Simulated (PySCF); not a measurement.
SMILES CC(C)(C)[SH2+] (charge +1) at its GFN2-xTB optimised geometry (Å):

```
16

C      0.9901     0.7133    -1.0461
C      0.0674     0.1332     0.0000
C      0.4189     0.5617     1.4079
C     -1.3977     0.3288    -0.3234
S      0.3146    -1.7943     0.0000
H      0.8574     1.7943    -1.0543
H      0.7592     0.3536    -2.0465
H      2.0379     0.5199    -0.8261
H     -0.2000     0.0580     2.1466
H      0.2395     1.6308     1.5043
H      1.4661     0.3817     1.6401
H     -2.0379    -0.1799     0.3935
H     -1.6440    -0.0146    -1.3255
H     -1.6292     1.3910    -0.2732
H      0.2488    -1.9753    -1.3352
H      1.6635    -1.7943     0.0000
```

Calculation: PySCF with CAM-B3LYP/def2-TZVP. Cells within 0.4 Å of a nucleus heavier than hydrogen are left out (blank, or x).

Map of the Laplacian of the electron density (e/bohr⁵), clipped to [-1.50, 1.50] on the plane z = 0.0 Å:

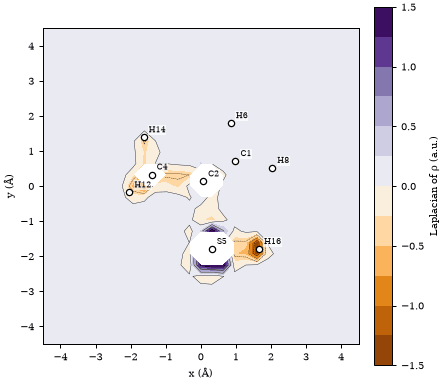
Figure. Laplacian of the electron density (e/bohr⁵), clipped to [-1.50, 1.50] on the plane z = 0.0 Å.
